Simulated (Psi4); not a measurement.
# InCl (SMILES [Cl][In]): B3LYP/def2-TZVP (core potential, sweep point 3)

What is the vertical electron affinity of InCl at B3LYP/def2-TZVP (core potential, sweep point 3)? 

The results are computed with Psi4 1.11.

### Step 1. The structure to begin with

The species is InCl (2 atoms), meant as a singlet with charge 0. SMILES: `[Cl][In]`. Geometry: relaxed at PBE0-D4/def2-TZVP.

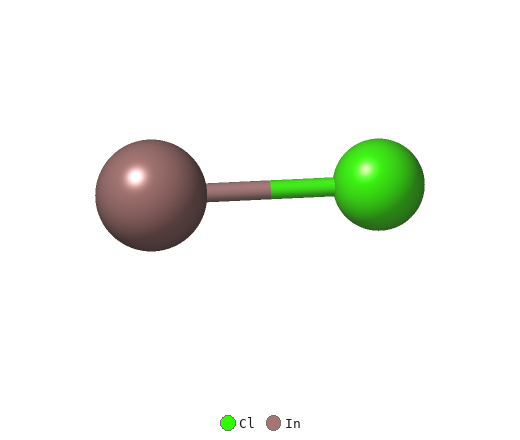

The structure, seen from a chosen angle (chlorine green, indium brown).

### Step 2. The energy at B3LYP/def2-TZVP (core potential, sweep point 3)

calc.in

```
memory 1.6 GB

molecule {
  0 1
  Cl     0.000000     0.000000    -0.013930
  In     0.000000     0.000000     2.399590
  symmetry c1
}

set {
  basis def2-TZVP
  puream true
  scf_type pk
  dft_radial_points 99
  dft_spherical_points 590
}

energy('b3lyp')
```

Run with:

```bash
$ psi4 -i calc.in -o calc.out -n 1
```

calc.out, shortened:

```text
[...]
    !!!  WARNING: ECP capability is in beta. Please check occupations closely.  !!!
[...]
  Running in c1 symmetry.
[...]
  Nuclear repulsion =   78.274165620831809
[...]
  Multiplicity = 1
[...]
  Nalpha       = 19
  Nbeta        = 19
[...]
    Number of basis functions: 87
[...]
   @RKS iter   1:  -650.35986068491150   -8.43856e-01   7.33334e-03 DIIS/ADIIS
[...]
   @RKS iter   8:  -650.51852752413618   -3.07924e-08   5.98474e-07 DIIS
[...]
    Orbital Energies [Eh]
    ---------------------
    Doubly Occupied:
       1A   -101.470304     2A     -9.403165     3A     -7.160113
       4A     -7.158286     5A     -7.158286     6A     -4.681736
       7A     -3.084750     8A     -3.084750     9A     -3.078029
      10A     -0.791146    11A     -0.772258    12A     -0.772258
      13A     -0.766687    14A     -0.766687    15A     -0.738036
      16A     -0.384880    17A     -0.293325    18A     -0.293325
      19A     -0.262007
[...]
  @RKS Final Energy:  -650.51852752413618
   => Energetics <=
    Nuclear Repulsion Energy =             78.2741656208318091
    One-Electron Energy =               -1127.5534445092960141
    Two-Electron Energy =                 435.1739082450469027
    DFT Exchange-Correlation Energy =     -36.4131568807188586
    Empirical Dispersion Energy =           0.0000000000000000
    VV10 Nonlocal Energy =                  0.0000000000000000
    Total Energy =                       -650.5185275241360614
[...]
 Multipole Moments:
 ------------------------------------------------------------------------------------
     Multipole            Electronic (a.u.)      Nuclear  (a.u.)        Total (a.u.)
 ------------------------------------------------------------------------------------
 L = 1.  Multiply by 2.5417464519 to convert [e a0] to [Debye]
 Dipole X            :         -0.0000012            0.0000000           -0.0000012
 Dipole Y            :         -0.0000001            0.0000000           -0.0000001
 Dipole Z            :         38.4683262          -37.0969316            1.3713946
 Magnitude           :                                                    1.3713946
[...]
```

Run time: 9.6 s. Hardware: 1 thread of Intel Xeon Platinum 8259CL at 2.50GHz (Skylake/Cascade Lake), shared host; peak memory 0.56 GiB.

### Step 3. The doublet anion at the same level

clin.in

```
memory 1.6 GB

molecule molecule1 {
  -1 2
  Cl     0.000000     0.000000    -0.013930
  In     0.000000     0.000000     2.399590
  symmetry c1
}

set {
  basis                def2-TZVP
  reference            uks
  puream               true
  scf_type             pk
  dft_radial_points    99
  dft_spherical_points 590
  maxiter              100
}

energy("b3lyp")
print_variables()
```

Run with:

```bash
$ psi4 -n 1 clin.in clin.out
```

clin.out, shortened:

```text
[...]
    !!!  WARNING: ECP capability is in beta. Please check occupations closely.  !!!
[...]
  Running in c1 symmetry.
[...]
  Nuclear repulsion =   78.274165620831809
[...]
  Multiplicity = 2
[...]
  Nalpha       = 20
  Nbeta        = 19
[...]
    Number of basis functions: 87
[...]
   @UKS iter   1:  -650.24975620270686   -7.33751e-01   8.47546e-03 ADIIS/DIIS
[...]
   @UKS iter   9:  -650.52489544586103   -2.38936e-08   3.58659e-07 DIIS
[...]
   @S^2 Observed:                7.520755441E-01
[...]
    Orbital Energies [Eh]
    ---------------------
    Alpha Occupied:
       1A   -101.287980     2A     -9.221656     3A     -6.978512
       4A     -6.977138     5A     -6.976674     6A     -4.461663
       7A     -2.866117     8A     -2.860636     9A     -2.860388
      10A     -0.599120    11A     -0.550960    12A     -0.550524
      13A     -0.550064    14A     -0.545615    15A     -0.535595
      16A     -0.195924    17A     -0.120019    18A     -0.119765
      19A     -0.074235    20A      0.059735
    Alpha Virtual:
      21A      0.099928    22A      0.142758    23A      0.206436
      24A      0.212877    25A      0.259763    26A      0.295845
[...]
  @UKS Final Energy:  -650.52489544586103
   => Energetics <=
    Nuclear Repulsion Energy =             78.2741656208318091
    One-Electron Energy =               -1135.1350196020694057
    Two-Electron Energy =                 442.8909524161034597
    DFT Exchange-Correlation Energy =     -36.5549938807268475
    Empirical Dispersion Energy =           0.0000000000000000
    VV10 Nonlocal Energy =                  0.0000000000000000
    Total Energy =                       -650.5248954458610342
  UHF NO Occupations:
  HONO-2 :   18  A 1.9999525
  HONO-1 :   19  A 1.9990510
[...]
 Multipole Moments:
 ------------------------------------------------------------------------------------
     Multipole            Electronic (a.u.)      Nuclear  (a.u.)        Total (a.u.)
 ------------------------------------------------------------------------------------
 L = 1.  Multiply by 2.5417464519 to convert [e a0] to [Debye]
 Dipole X            :         -0.0000027            0.0000000           -0.0000027
 Dipole Y            :         -0.0000001            0.0000000           -0.0000001
 Dipole Z            :         37.6383575          -37.0969316            0.5414258
 Magnitude           :                                                    0.5414258
[...]
```

Run time: 14 s. Hardware: 1 thread of Intel Xeon Platinum 8259CL at 2.50GHz (Skylake/Cascade Lake), shared host; peak memory 0.56 GiB.

### Step 4. What came out

At B3LYP/def2-TZVP (core potential, sweep point 3):

| quantity | value |
| --- | --- |
| singlet InCl: total energy | -650.51853 Eh |
| singlet InCl: dipole moment | 3.49 D |
| singlet InCl: HOMO energy | -7.13 eV |
| singlet InCl: LUMO energy | -2.04 eV |
| singlet InCl: HOMO–LUMO gap | 5.09 eV |
| doublet anion: total energy | -650.52490 Eh |
| doublet anion: HOMO energy (highest over α and β) | 1.63 eV |
| doublet anion: LUMO energy (lowest over α and β) | 2.72 eV |
| doublet anion: ⟨S²⟩ | 0.752 |
| vertical electron affinity (to the doublet anion) | 0.173 eV |

At fixed nuclei the extra electron is bound by 0.17 eV (16.7 kJ/mol). The basis has no diffuse functions, so the error can be as large as this value. The HOMO (doublet anion) lies at positive energy, 1.63 eV, from the functional's self-interaction, a short basis or an electron that isn't bound; only total energies against the neutral tell.
